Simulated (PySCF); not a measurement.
# OsNH: one geometry, several methods

Aim: at the PBE0 minimum of singlet OsNH, found before, compare methods on energies and levels.

The runs use PySCF 2.14.0; several methods, basis Os def2-TZVP with ECP60, N def2-TZVP, H def2-TZVP, scalar-relativistic core potentials, no spin–orbit coupling, density fitting.

### Step 1. The system as given

3 atoms, charge 0, spin multiplicity 1.

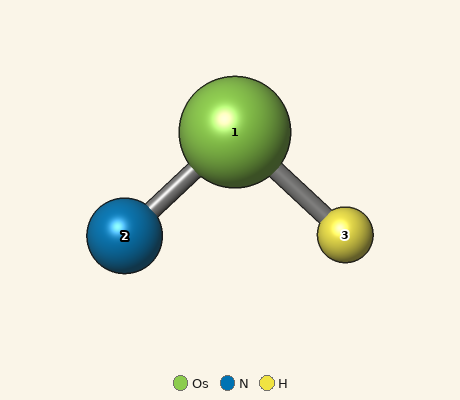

As it starts; osmium green, nitrogen blue, hydrogen yellow; atoms are numbered from 1 in the order of the file.

```xyz
3
charge 0 multiplicity 1
Os    0.0717    0.0000   -0.0802
N    -1.0724    0.0000    1.0292
H     1.2505    0.0000    0.9840
```

### Step 2. Fields at the lowest minimum

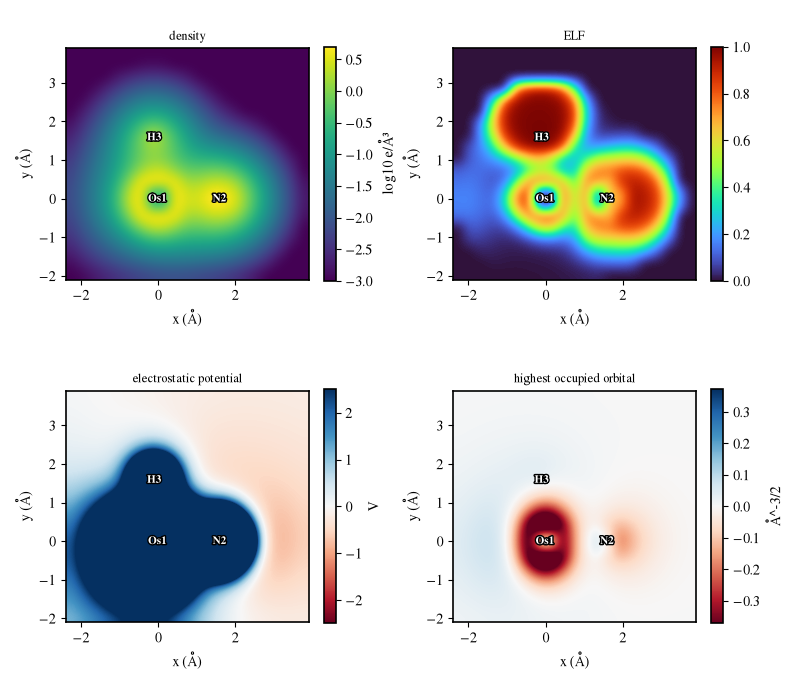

The plane holds Os1 at (0.00, 0.00), N2 at (1.59, 0.00), H3 at (-0.11, 1.58) Å. ELF is set to 0 where the density is under 0.005 e/Å³; an orbital's overall sign is arbitrary. The potential's colours end at ±2.5 V. Electrons inside core potentials are absent.

Values on the line from Os1 (at 0) through N2 (at 1.594 Å):

| distance (Å) | density (e/Å³) | ELF | electrostatic potential (V) |
| --- | --- | --- | --- |
| 0.72 | 3.26 | 0.523 | 56.6 |
| 0.88 | 2.5 | 0.532 | 35.4 |
| 1.04 | 2.9 | 0.744 | 36.9 |
| 1.20 | 3.87 | 0.639 | 68.9 |
| 1.35 | 6.98 | 0.103 | 178 |
| 1.51 | 176 | 0.999 | 870 |
| 1.75 | 25.6 | 0.646 | 333 |
| 1.91 | 4.4 | 0.338 | 103 |
| 2.07 | 2.66 | 0.899 | 39 |
| 2.23 | 1.42 | 0.943 | 15.2 |
| 2.39 | 0.698 | 0.943 | 5.6 |
| 2.55 | 0.333 | 0.933 | 1.68 |

Making the fields took 0.6 s on 2 threads of Arm Neoverse N1, shared host.

### Step 3. PBE0

The steps are one call of a driver around PySCF; scf.py gives each level's set-up. Each SCF starts from the density of the minimum. The driver also runs the species with one electron less or more at the same geometry; their logs are not shown.

scf.py

```python
from pyscf import gto, scf, dft
mol = gto.M(atom='''
Os     0.071667     0.000000    -0.080246
N     -1.072444     0.000000     1.029230
H      1.250496     0.000000     0.983963''',
    basis={'Os': 'def2-TZVP', 'N': 'def2-TZVP', 'H': 'def2-TZVP'},
    ecp={'Os': 'def2-TZVP'},
    charge=0, spin=0)
mf = dft.RKS(mol, xc='PBE0')
mf.grids.atom_grid = (75, 302)
aux = {'Os': 'def2-universal-JKFIT', 'N': 'def2-universal-JKFIT', 'H': 'def2-universal-JKFIT'}
mf = mf.density_fit(auxbasis=aux)
mf.conv_tol = 1e-08
mf.diis_space = 10
mf.max_cycle = 60
mf.verbose = 4
mf.kernel()
```

Started as:

```bash
$ OMP_NUM_THREADS=2 python axn.py task.json out
```

The program printed:

```text
init E= -145.902068834637
  HOMO = -0.226037488657227  LUMO = -0.114880424659182  gap/eV = 3.02474
cycle= 1 E= -145.902068834582  delta_E= 5.55e-11  |g|= 1.86e-05  |ddm|= 1.26e-05
  HOMO = -0.226034908708733  LUMO = -0.114879571181895  gap/eV = 3.02469
Extra cycle  E= -145.902068833566  delta_E= 1.02e-09  |g|= 7.53e-05  |ddm|= 4.66e-05
converged SCF energy = -145.902068833566
```

This level, with the species of one electron less or more, took 2 s.

| Quantity | Value |
| --- | --- |
| energy | -145.902069 Eh |
| one electron less (charge +1) | -145.594899 Eh (doublet, ⟨S²⟩ 0.76) |
| one electron more (charge -1) | -145.947267 Eh (doublet, ⟨S²⟩ 0.76) |
| Mulliken charge of Os1 | +0.24 e |

### Step 4. HF

scf.py: that of step 3 with these lines changed.

```diff
@@ -9,2 +9 @@
-mf = dft.RKS(mol, xc='PBE0')
-mf.grids.atom_grid = (75, 302)
+mf = scf.RHF(mol)
```

The program printed, shortened:

```text
[... the frontier levels of the middle cycles are left out ...]
init E= -144.758796035115
  HOMO = -0.303150827812283  LUMO = 0.00803116760792655  gap/eV = 8.46769
cycle= 1 E= -144.773303267199  delta_E= -0.0145  |g|= 0.112  |ddm|= 0.39
  HOMO = -0.332211256464603  LUMO = -0.0103645794124159  gap/eV = 8.75789
cycle= 2 E= -144.771510317395  delta_E= 0.00179  |g|= 0.163  |ddm|= 0.168
  HOMO = -0.318956859415545  LUMO = -0.0016456146385373  gap/eV = 8.63448
cycle= 3 E= -144.776544558959  delta_E= -0.00503  |g|= 0.0237  |ddm|= 0.109
cycle= 4 E= -144.776799646084  delta_E= -0.000255  |g|= 0.00956  |ddm|= 0.0319
cycle= 5 E= -144.776891127792  delta_E= -9.15e-05  |g|= 0.00485  |ddm|= 0.0228
cycle= 6 E= -144.776931074364  delta_E= -3.99e-05  |g|= 0.0031  |ddm|= 0.0148
cycle= 7 E= -144.776959302335  delta_E= -2.82e-05  |g|= 0.00146  |ddm|= 0.0179
cycle= 8 E= -144.776965769728  delta_E= -6.47e-06  |g|= 0.000564  |ddm|= 0.00941
cycle= 9 E= -144.77696647105  delta_E= -7.01e-07  |g|= 0.000383  |ddm|= 0.00202
cycle= 10 E= -144.776966809169  delta_E= -3.38e-07  |g|= 0.000221  |ddm|= 0.00155
cycle= 11 E= -144.776967018424  delta_E= -2.09e-07  |g|= 0.000136  |ddm|= 0.00154
cycle= 12 E= -144.776967110187  delta_E= -9.18e-08  |g|= 9.39e-05  |ddm|= 0.00114
cycle= 13 E= -144.776967163693  delta_E= -5.35e-08  |g|= 6.09e-05  |ddm|= 0.00103
cycle= 14 E= -144.776967187148  delta_E= -2.35e-08  |g|= 4.63e-05  |ddm|= 0.000715
cycle= 15 E= -144.776967197791  delta_E= -1.06e-08  |g|= 1.76e-05  |ddm|= 0.000679
cycle= 16 E= -144.776967198906  delta_E= -1.12e-09  |g|= 7.63e-06  |ddm|= 0.000188
  HOMO = -0.320438236721113  LUMO = -0.00140949462119089  gap/eV = 8.68121
Extra cycle  E= -144.776967198968  delta_E= -6.19e-11  |g|= 5.17e-06  |ddm|= 1.44e-05
converged SCF energy = -144.776967198968
```

This level, with the species of one electron less or more, took 4.1 s.

```
energy                        : -144.776967 Eh
one electron less (charge +1) : -144.515019 Eh (doublet, ⟨S²⟩ 0.87)
one electron more (charge -1) : -144.810649 Eh (doublet, ⟨S²⟩ 1.07)
Mulliken charge of Os1        : +0.48 e
```

### Step 5. PBE

scf.py: that of step 4 with these lines changed.

```diff
@@ -9 +9,2 @@
-mf = scf.RHF(mol)
+mf = dft.RKS(mol, xc='PBE')
+mf.grids.atom_grid = (75, 302)
```

The program printed, shortened:

```text
[... the frontier levels of the middle cycles are left out ...]
init E= -145.981716341848
  HOMO = -0.184382219688994  LUMO = -0.150212342759538  gap/eV = 0.92981
cycle= 1 E= -145.982754713334  delta_E= -0.00104  |g|= 0.0789  |ddm|= 0.26
  HOMO = -0.182006742562867  LUMO = -0.149737492258462  gap/eV = 0.87809
cycle= 2 E= -145.952255853574  delta_E= 0.0305  |g|= 0.406  |ddm|= 0.324
  HOMO = -0.189345368345839  LUMO = -0.152185537363582  gap/eV = 1.01117
cycle= 3 E= -145.98347870687  delta_E= -0.0312  |g|= 0.0561  |ddm|= 0.211
cycle= 4 E= -145.984218046648  delta_E= -0.000739  |g|= 0.00882  |ddm|= 0.0899
cycle= 5 E= -145.984234325162  delta_E= -1.63e-05  |g|= 0.00179  |ddm|= 0.00922
cycle= 6 E= -145.984234995376  delta_E= -6.7e-07  |g|= 0.000892  |ddm|= 0.00362
cycle= 7 E= -145.984235174688  delta_E= -1.79e-07  |g|= 0.00029  |ddm|= 0.000933
cycle= 8 E= -145.984235192835  delta_E= -1.81e-08  |g|= 2.27e-05  |ddm|= 0.000217
cycle= 9 E= -145.984235192946  delta_E= -1.11e-10  |g|= 3.59e-06  |ddm|= 2.37e-05
  HOMO = -0.186169367539545  LUMO = -0.150955620491567  gap/eV = 0.95821
Extra cycle  E= -145.984235192905  delta_E= 4.07e-11  |g|= 1.4e-05  |ddm|= 1.57e-05
converged SCF energy = -145.984235192905
```

This level, with the species of one electron less or more, took 5.6 s.

| Quantity | Value |
| --- | --- |
| energy | -145.984235 Eh |
| one electron less (charge +1) | -145.672339 Eh (doublet, ⟨S²⟩ 0.76) |
| one electron more (charge -1) | -146.026986 Eh (doublet, ⟨S²⟩ 0.76) |
| Mulliken charge of Os1 | +0.17 e |

### Step 6. B3LYP

scf.py: that of step 5 with these lines changed.

```diff
@@ -9 +9 @@
-mf = dft.RKS(mol, xc='PBE')
+mf = dft.RKS(mol, xc='B3LYP')
```

The program printed, shortened:

```text
[... the frontier levels of the middle cycles are left out ...]
init E= -146.015067971263
  HOMO = -0.216320664591693  LUMO = -0.125040894514468  gap/eV = 2.48385
cycle= 1 E= -146.015655604083  delta_E= -0.000588  |g|= 0.0528  |ddm|= 0.132
  HOMO = -0.227777880542357  LUMO = -0.130255655629801  gap/eV = 2.65371
cycle= 2 E= -146.007524082379  delta_E= 0.00813  |g|= 0.214  |ddm|= 0.13
  HOMO = -0.220964122166134  LUMO = -0.127253814437324  gap/eV = 2.54999
cycle= 3 E= -146.016110552298  delta_E= -0.00859  |g|= 0.0191  |ddm|= 0.112
cycle= 4 E= -146.016176966334  delta_E= -6.64e-05  |g|= 0.00306  |ddm|= 0.0181
cycle= 5 E= -146.016178864282  delta_E= -1.9e-06  |g|= 0.000699  |ddm|= 0.00364
cycle= 6 E= -146.016179200295  delta_E= -3.36e-07  |g|= 0.000415  |ddm|= 0.00215
cycle= 7 E= -146.01617931468  delta_E= -1.14e-07  |g|= 0.000278  |ddm|= 0.00116
cycle= 8 E= -146.016179398116  delta_E= -8.34e-08  |g|= 9.74e-05  |ddm|= 0.00159
cycle= 9 E= -146.016179405571  delta_E= -7.46e-09  |g|= 8.7e-06  |ddm|= 0.00051
  HOMO = -0.220764964565939  LUMO = -0.127275539496411  gap/eV = 2.54398
Extra cycle  E= -146.016179405573  delta_E= -1.99e-12  |g|= 2.12e-05  |ddm|= 3.63e-05
converged SCF energy = -146.016179405573
```

This level, with the species of one electron less or more, took 4.7 s on 2 threads of Arm Neoverse N1, shared host.

```
energy                        : -146.016179 Eh
one electron less (charge +1) : -145.702534 Eh (doublet, ⟨S²⟩ 0.76)
one electron more (charge -1) : -146.062386 Eh (doublet, ⟨S²⟩ 0.75)
Mulliken charge of Os1        : +0.24 e
```

### Step 7. r2SCAN

scf.py: that of step 6 with these lines changed.

```diff
@@ -9,2 +9,2 @@
-mf = dft.RKS(mol, xc='B3LYP')
-mf.grids.atom_grid = (75, 302)
+mf = dft.RKS(mol, xc='R2SCAN')
+mf.grids.atom_grid = (90, 434)
```

The program printed, shortened:

```text
[... the frontier levels of the middle cycles are left out ...]
init E= -145.996991100637
  HOMO = -0.19543844756111  LUMO = -0.144639148102016  gap/eV = 1.38232
cycle= 1 E= -145.997779763541  delta_E= -0.000789  |g|= 0.0445  |ddm|= 0.159
  HOMO = -0.188317276047932  LUMO = -0.140693875911971  gap/eV = 1.29590
cycle= 2 E= -145.987735161167  delta_E= 0.01  |g|= 0.232  |ddm|= 0.143
  HOMO = -0.194219825998369  LUMO = -0.143373011658603  gap/eV = 1.38361
cycle= 3 E= -145.99813506017  delta_E= -0.0104  |g|= 0.0132  |ddm|= 0.117
cycle= 4 E= -145.998172218133  delta_E= -3.72e-05  |g|= 0.00395  |ddm|= 0.0168
cycle= 5 E= -145.9981759073  delta_E= -3.69e-06  |g|= 0.000981  |ddm|= 0.00377
cycle= 6 E= -145.998176072653  delta_E= -1.65e-07  |g|= 0.000268  |ddm|= 0.00134
cycle= 7 E= -145.998176089121  delta_E= -1.65e-08  |g|= 9.61e-05  |ddm|= 0.000522
cycle= 8 E= -145.998176091381  delta_E= -2.26e-09  |g|= 2.54e-05  |ddm|= 0.000135
  HOMO = -0.194447898674962  LUMO = -0.143869340536396  gap/eV = 1.37631
Extra cycle  E= -145.998176087977  delta_E= 3.4e-09  |g|= 0.000135  |ddm|= 8.55e-05
converged SCF energy = -145.998176087977
```

This level, with the species of one electron less or more, took 14 s.

- energy: -145.998176 Eh
- one electron less (charge +1): -145.692137 Eh (doublet, ⟨S²⟩ 0.77)
- one electron more (charge -1): -146.045393 Eh (doublet, ⟨S²⟩ 0.76)
- Mulliken charge of Os1: +0.24 e

### Step 8. TPSSh

scf.py: that of step 7 with these lines changed.

```diff
@@ -9 +9 @@
-mf = dft.RKS(mol, xc='R2SCAN')
+mf = dft.RKS(mol, xc='TPSSH')
```

The program printed, shortened:

```text
[... the frontier levels of the middle cycles are left out ...]
init E= -145.966822471541
  HOMO = -0.199715884775577  LUMO = -0.129474382069338  gap/eV = 1.91137
cycle= 1 E= -145.966960361726  delta_E= -0.000138  |g|= 0.0578  |ddm|= 0.0921
  HOMO = -0.211401313655161  LUMO = -0.13523825483327  gap/eV = 2.07250
cycle= 2 E= -145.953564657531  delta_E= 0.0134  |g|= 0.272  |ddm|= 0.167
  HOMO = -0.203165516448545  LUMO = -0.13152539983512  gap/eV = 1.94943
cycle= 3 E= -145.967508524067  delta_E= -0.0139  |g|= 0.02  |ddm|= 0.14
cycle= 4 E= -145.967595443039  delta_E= -8.69e-05  |g|= 0.00311  |ddm|= 0.0187
cycle= 5 E= -145.967597535607  delta_E= -2.09e-06  |g|= 0.000906  |ddm|= 0.004
cycle= 6 E= -145.967597820626  delta_E= -2.85e-07  |g|= 0.000287  |ddm|= 0.00149
cycle= 7 E= -145.967597886657  delta_E= -6.6e-08  |g|= 0.000203  |ddm|= 0.00127
cycle= 8 E= -145.967597901848  delta_E= -1.52e-08  |g|= 6.42e-05  |ddm|= 0.000495
cycle= 9 E= -145.967597903493  delta_E= -1.65e-09  |g|= 4.59e-06  |ddm|= 0.000171
  HOMO = -0.202281118787981  LUMO = -0.130685770636738  gap/eV = 1.94821
Extra cycle  E= -145.967597903482  delta_E= 1.14e-11  |g|= 1.23e-05  |ddm|= 2.29e-05
converged SCF energy = -145.967597903482
```

This level, with the species of one electron less or more, took 13 s.

* energy: -145.967598 Eh
* one electron less (charge +1): -145.661738 Eh (doublet, ⟨S²⟩ 0.76)
* one electron more (charge -1): -146.010295 Eh (doublet, ⟨S²⟩ 0.76)
* Mulliken charge of Os1: +0.25 e

### Step 9. LC-wPBE

scf.py: that of step 8 with these lines changed.

```diff
@@ -9,2 +9,2 @@
-mf = dft.RKS(mol, xc='TPSSH')
-mf.grids.atom_grid = (90, 434)
+mf = dft.RKS(mol, xc='LC_WPBE')
+mf.grids.atom_grid = (75, 302)
```

The program printed, shortened:

```text
[... the frontier levels of the middle cycles are left out ...]
init E= -145.928891913269
  HOMO = -0.317082381222237  LUMO = -0.0329313638299595  gap/eV = 7.73214
cycle= 1 E= -145.93112290731  delta_E= -0.00223  |g|= 0.0678  |ddm|= 0.144
  HOMO = -0.322845496103916  LUMO = -0.0344833111684189  gap/eV = 7.84673
cycle= 2 E= -145.928078108358  delta_E= 0.00304  |g|= 0.149  |ddm|= 0.114
  HOMO = -0.316598813573883  LUMO = -0.0312117935130054  gap/eV = 7.76578
cycle= 3 E= -145.932099948469  delta_E= -0.00402  |g|= 0.012  |ddm|= 0.0756
cycle= 4 E= -145.93215129795  delta_E= -5.13e-05  |g|= 0.00464  |ddm|= 0.0178
cycle= 5 E= -145.93217535182  delta_E= -2.41e-05  |g|= 0.00192  |ddm|= 0.014
cycle= 6 E= -145.932184426859  delta_E= -9.08e-06  |g|= 0.00144  |ddm|= 0.00792
cycle= 7 E= -145.932192965538  delta_E= -8.54e-06  |g|= 0.000989  |ddm|= 0.0102
cycle= 8 E= -145.932198092772  delta_E= -5.13e-06  |g|= 0.000652  |ddm|= 0.00903
cycle= 9 E= -145.932200960068  delta_E= -2.87e-06  |g|= 0.000391  |ddm|= 0.00813
cycle= 10 E= -145.932202002243  delta_E= -1.04e-06  |g|= 0.000209  |ddm|= 0.00551
cycle= 11 E= -145.932202311444  delta_E= -3.09e-07  |g|= 8.01e-05  |ddm|= 0.00325
cycle= 12 E= -145.932202345508  delta_E= -3.41e-08  |g|= 2.48e-05  |ddm|= 0.00114
cycle= 13 E= -145.932202347447  delta_E= -1.94e-09  |g|= 1.24e-05  |ddm|= 0.000177
  HOMO = -0.318504364032888  LUMO = -0.0319335790675268  gap/eV = 7.79799
Extra cycle  E= -145.932202347627  delta_E= -1.79e-10  |g|= 1.61e-05  |ddm|= 2.95e-05
converged SCF energy = -145.932202347627
```

This level, with the species of one electron less or more, took 9.1 s.

```
energy                        : -145.932202 Eh
one electron less (charge +1) : -145.629262 Eh (doublet, ⟨S²⟩ 0.77)
one electron more (charge -1) : -145.982391 Eh (doublet, ⟨S²⟩ 0.78)
Mulliken charge of Os1        : +0.32 e
```

### Step 10. M06

scf.py: that of step 9 with these lines changed.

```diff
@@ -9,2 +9,2 @@
-mf = dft.RKS(mol, xc='LC_WPBE')
-mf.grids.atom_grid = (75, 302)
+mf = dft.RKS(mol, xc='M06')
+mf.grids.atom_grid = (90, 434)
```

The program printed, shortened:

```text
[... the frontier levels of the middle cycles are left out ...]
init E= -145.931047856556
  HOMO = -0.221137715528677  LUMO = -0.115507406806669  gap/eV = 2.87435
cycle= 1 E= -145.93390771005  delta_E= -0.00286  |g|= 0.0348  |ddm|= 0.422
  HOMO = -0.223797835685051  LUMO = -0.113876173385107  gap/eV = 2.99112
cycle= 2 E= -145.933255840722  delta_E= 0.000652  |g|= 0.0702  |ddm|= 0.0676
  HOMO = -0.221815918120448  LUMO = -0.113830383324633  gap/eV = 2.93844
cycle= 3 E= -145.933917551992  delta_E= -0.000662  |g|= 0.0396  |ddm|= 0.0551
cycle= 4 E= -145.934219833733  delta_E= -0.000302  |g|= 0.00395  |ddm|= 0.0271
cycle= 5 E= -145.934230043917  delta_E= -1.02e-05  |g|= 0.00264  |ddm|= 0.0123
cycle= 6 E= -145.934236036849  delta_E= -5.99e-06  |g|= 0.00103  |ddm|= 0.00979
cycle= 7 E= -145.934239003426  delta_E= -2.97e-06  |g|= 0.000356  |ddm|= 0.011
cycle= 8 E= -145.934239307589  delta_E= -3.04e-07  |g|= 0.000299  |ddm|= 0.00338
cycle= 9 E= -145.934239375185  delta_E= -6.76e-08  |g|= 6.24e-05  |ddm|= 0.00177
cycle= 10 E= -145.934239377651  delta_E= -2.47e-09  |g|= 9.53e-06  |ddm|= 0.000266
  HOMO = -0.223666784920388  LUMO = -0.115111870591381  gap/eV = 2.95393
Extra cycle  E= -145.934239377558  delta_E= 9.27e-11  |g|= 2.8e-05  |ddm|= 3.53e-05
converged SCF energy = -145.934239377558
```

This level, with the species of one electron less or more, took 14 s on 2 threads of Arm Neoverse N1, shared host.

```
energy                        : -145.934239 Eh
one electron less (charge +1) : -145.619278 Eh (doublet, ⟨S²⟩ 0.76)
one electron more (charge -1) : -145.976409 Eh (doublet, ⟨S²⟩ 0.75)
Mulliken charge of Os1        : +0.28 e
```

### Step 11. All levels side by side

| level | atomisation energy (kJ/mol) | vertical ionisation energy (eV) | vertical electron affinity (eV) | −ε(HOMO) (eV) | gap (eV) | dipole (D) | wall time |
| --- | --- | --- | --- | --- | --- | --- | --- |
| PBE0 | 813 | 8.36 | 1.23 | 6.15 | 3.02 | 2.56 | 2 s |
| HF | 99 | 7.13 | 0.92 | 8.72 | 8.68 | 3.81 | 4.1 s |
| PBE | 947 | 8.49 | 1.16 | 5.07 | 0.96 | 2.08 | 5.6 s |
| B3LYP | 828 | 8.53 | 1.26 | 6.01 | 2.54 | 2.40 | 4.7 s |
| r2SCAN | 836 | 8.33 | 1.28 | 5.29 | 1.38 | 2.34 | 14 s |
| TPSSh | 857 | 8.32 | 1.16 | 5.50 | 1.95 | 2.46 | 13 s |
| LC-wPBE | 782 | 8.24 | 1.37 | 8.67 | 7.80 | 3.15 | 9.1 s |
| M06 | 791 | 8.57 | 1.15 | 6.09 | 2.95 | 2.36 | 14 s |

Times are for 2 threads of Arm Neoverse N1, shared host; PBE0 starts from its own converged density, so its time is not comparable. A dash stands where a species or a free atom was not run at that level, or the quantity is not defined.

Atomisation goes to high-spin atoms in their ground configurations, run at the same level, without zero-point energy.

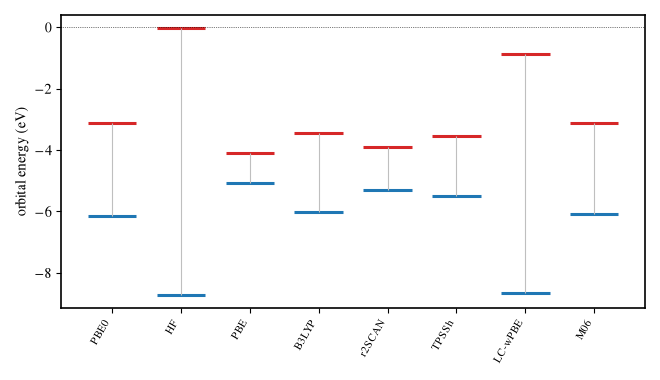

Highest occupied (blue) and lowest empty (red) levels by method.

### Step 12. Results

| quantity | value |
| --- | --- |
| atomisation energy, range | 99 (HF) to 947 (PBE) kJ/mol |
| vertical ionisation energy, range | 7.13 (HF) to 8.57 (M06) eV |
| vertical electron affinity, range | 0.92 (HF) to 1.37 (LC-wPBE) eV |
| orbital gap, range | 0.96 (PBE) to 8.68 (HF) eV |

**Reading.** The atomisation energy spreads over 848 kJ/mol, from HF to PBE; without a CCSD(T) value for it there is no yardstick here. Spin contamination is strong in at least one of the open-shell species at HF. Without diffuse functions electron affinities tend to come out too low. Whether spin polarisation would lower the closed shell was not checked. With an element this heavy the missing spin–orbit coupling can shift these numbers.
